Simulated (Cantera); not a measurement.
A closed system holds: 1 mol BF₃, 0.79 mol O₂, 2.2 mol N₂, equilibrated at 100 Torr.

These are equilibrium values from Cantera (NASA tables, ideal gas, pure condensed phases), not measurements of a reactor. Candidate condensed phases: B, BN, B₂O₃; 31 gas species. Equilibrium is a limit: real reactors are often held back by kinetics, nucleation or transport.

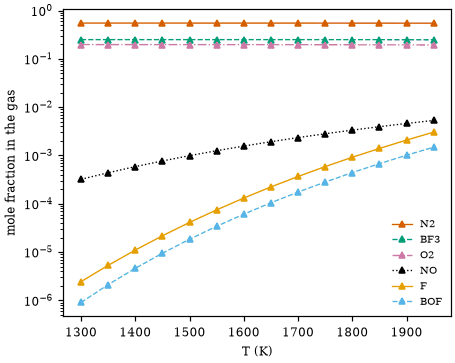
Figure: Equilibrium gas composition (values under 1e-9 drawn at 1e-9)

From 1300 K to 1950 K nothing is condensed. The main B-bearing gas is BF₃ throughout.
